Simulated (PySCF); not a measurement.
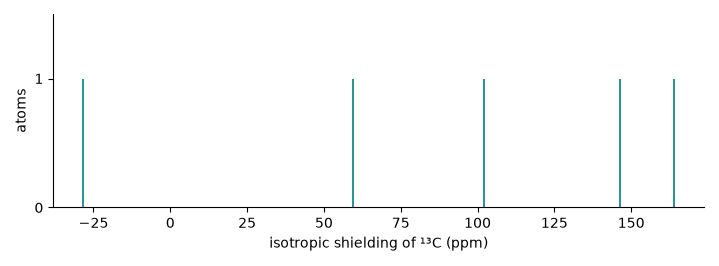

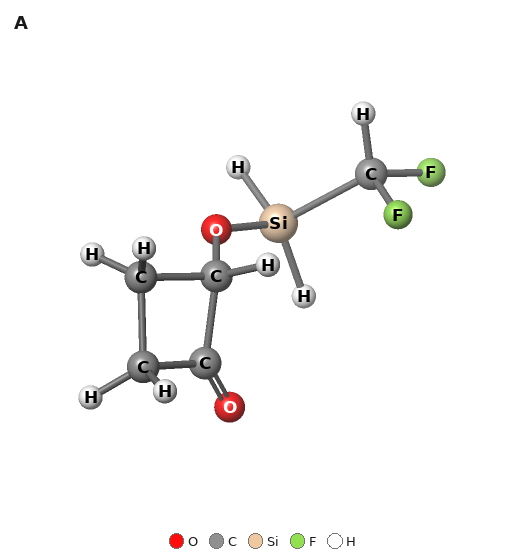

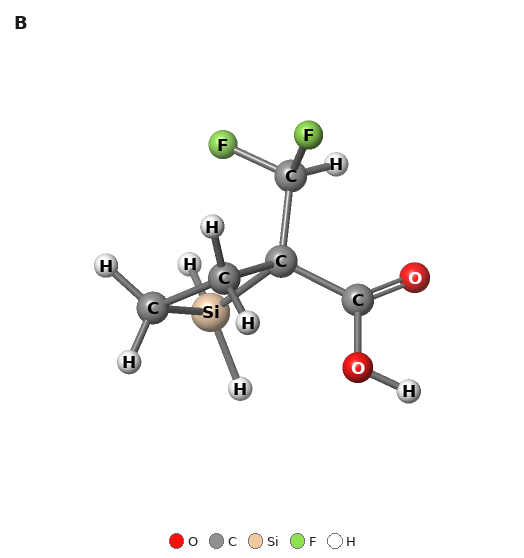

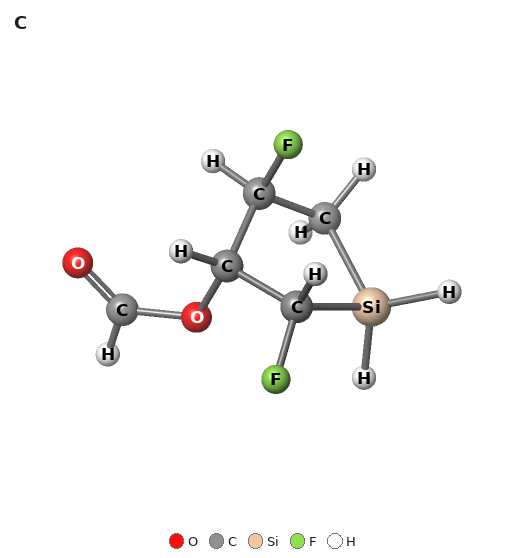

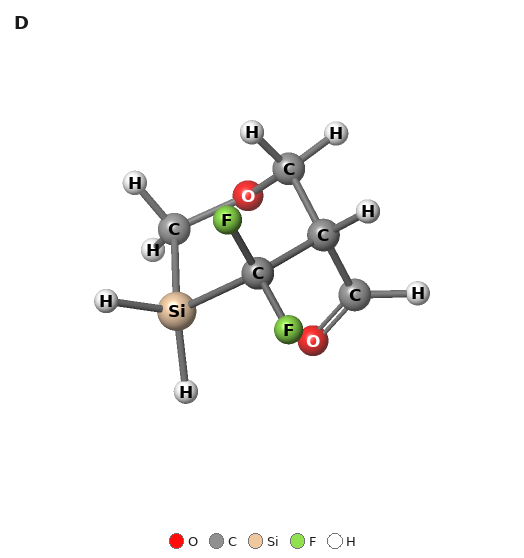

The sticks are computed shieldings of one of the molecules, for one fixed geometry (GFN2-xTB) without averaging over rotations. Low shielding means a high chemical shift. Method: GIAO PBE0/pcSseg-1 NMR shielding, non-relativistic, gas phase (PySCF 2.14.0).

Question: Match the spectrum to a structure.

Answer: A, `O=C1CC[C@@H]1O[SiH2]C(F)F`. Its 5 C atoms give lines at −28.5, 59.6, 101.9, 146.5, 164.1 ppm.

The geometry is semi-empirical. Around Si such bond lengths and angles can be off by a tenth of an ångström or more and by several degrees, and values that hang on the shape move with them.
